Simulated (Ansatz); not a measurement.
The figure comes from a scan of GaP (zinc blende): a phonon pattern at L = (0.5, 0.0, 0.0) is frozen into a 4-atom cell, Q being the largest atomic displacement. These are PBE (plane waves to 420 eV, PAW, scalar-relativistic; Ansatz, an electronic-structure program) values and carry that method's errors. k mesh 5×10×10 (Γ-centred), Fermi-Dirac smearing 0.05 eV. The energy includes the smearing's −TS. As the smearing reaches across the gap at some points, energies and forces of such displacements shift with the k mesh and the smearing. GaP was relaxed with its symmetry unable to fall. The zero of ΔE is the undisplaced structure.

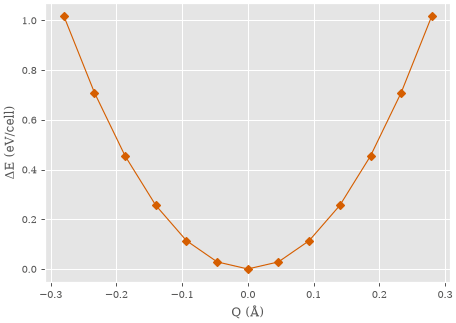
*ΔE (eV/cell) against Q (Å); computed points joined by lines.*

### Question
Read the plotted values off the figure, to the accuracy that the plot allows.

### Answer
To the nearest 0.02:

```
Q (Å)   ΔE (eV/cell)
------  ------------
-0.280          1.02
-0.233          0.70
-0.187          0.46
-0.140          0.26
-0.093          0.12
-0.047          0.02
0.000           0.00
0.047           0.02
0.093           0.12
0.140           0.26
0.187           0.46
0.233           0.70
0.280           1.02
```

(A displaced cell: forces are minus the slopes of the energy, force constants its curvatures, and phonons follow from these.)
